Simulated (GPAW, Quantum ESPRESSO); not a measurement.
Consider MgB2 (P6/mmm).

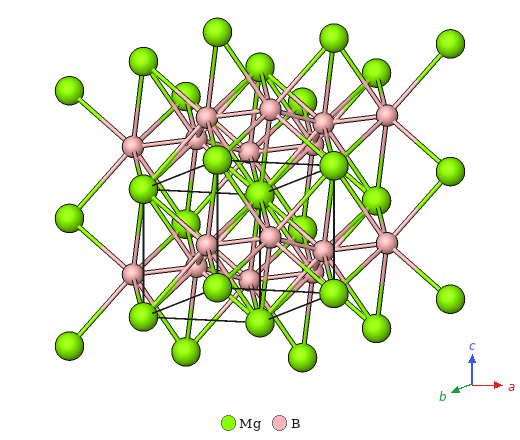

The structure (magnesium green, boron pink). 2×2×2 cells are drawn. Some periodic images of atoms are drawn too.

```cif
data_structure
_symmetry_space_group_name_H-M 'P 1'
_symmetry_Int_Tables_number 1
_cell_length_a 3.0850
_cell_length_b 3.0850
_cell_length_c 3.5230
_cell_angle_alpha 90.000
_cell_angle_beta 90.000
_cell_angle_gamma 120.000
_cell_volume 29.04
loop_
_atom_site_label
_atom_site_type_symbol
_atom_site_fract_x
_atom_site_fract_y
_atom_site_fract_z
_atom_site_occupancy
Mg1 Mg 0.00000 0.00000 0.00000 1
B2 B 0.66667 0.33333 0.50000 1
B3 B 0.33333 0.66667 0.50000 1
```

Absorber: atom 2, with 3 B at 1.78 Å (trigonal planar, site symmetry -6m2). Method: Quantum ESPRESSO XSpectra, PBE, excited-electron core hole (neutral cell), 18-atom cell with 5.3 Å between holes, 7×7×4 k points, dipole transitions, Lorentzian half width 0.3 eV up to 4 eV, rising linearly to 2.5 eV at 25 eV.

Question: Where do the maxima of the B K edge fall?

Main maxima up to 24 eV above the zero (height): 0.5 eV (0.40), 2.0 eV (0.53), 3.2 eV (0.58), 6.0 eV (1.45) and 10.2 eV (1.40). A K edge sees empty p states on the absorber. The total-energy difference is 192.02 eV. One term is added: -5.59 eV, since the hole is spin-paired here and a spin-polarised one costs that much less in the free atom (computed apart). The photon energy is then 186.43 eV. The functional leaves an error of a few eV in such absolute values.

The B K spectrum (energy from the energy zero of the input (xe0, at the border of filled and empty states); intensity scaled to a mean of 1 over the first 20 eV; the points at xe0, where the cut of filled states can leave a spike, are interpolated; polarised curves are means over the symmetry-equivalent atoms):

```csv
E (eV),isotropic,ε ⊥ c,ε ∥ c
-2.0,0.03,0.02,0.05
-0.5,0.09,0.03,0.21
1.0,0.35,0.06,0.94
2.5,0.47,0.12,1.19
4.0,0.57,0.39,0.92
5.5,1.39,1.43,1.31
7.0,1.30,1.33,1.26
8.5,1.32,1.36,1.26
10.0,1.40,1.51,1.17
11.5,1.32,1.45,1.06
13.0,1.29,1.50,0.88
14.5,1.12,1.32,0.70
16.0,1.05,1.22,0.71
17.5,0.86,0.96,0.67
19.0,0.69,0.67,0.74
20.5,0.66,0.57,0.84
22.0,0.62,0.54,0.78
23.5,0.55,0.51,0.63
25.0,0.49,0.48,0.50
26.5,0.47,0.48,0.44
28.0,0.48,0.50,0.44
29.5,0.50,0.53,0.45
31.0,0.49,0.50,0.47
```

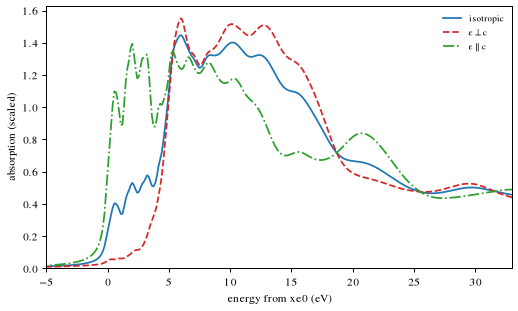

The B K edge.

The holes are only 5.3 Å apart, so the shape is probably not converged with cell size; no larger cell was run here. The structure is a published determination, not relaxed.

[Banner, clock and machine lines of the logs are left out without a mark of their own.]

[Logs are printed without paths, hosts, clocks, repeated set-up lines and the standing remarks that a program may print on its own settings, such as how far it seeks lower states.]

[Hosts, paths, dates, database ids (printed as entryN), source tags and the programs' standing remarks are cut or masked in the printed files.]

[Lists of maxima count a maximum above −3 eV only where it reaches 4 % of the highest in the window and stands out from its surroundings by 2 % of it (1.5 % where it reaches 55 %); shoulders and weaker maxima are passed over, and of the rest the first, up to two pre-edge ones and the few strongest are named.]
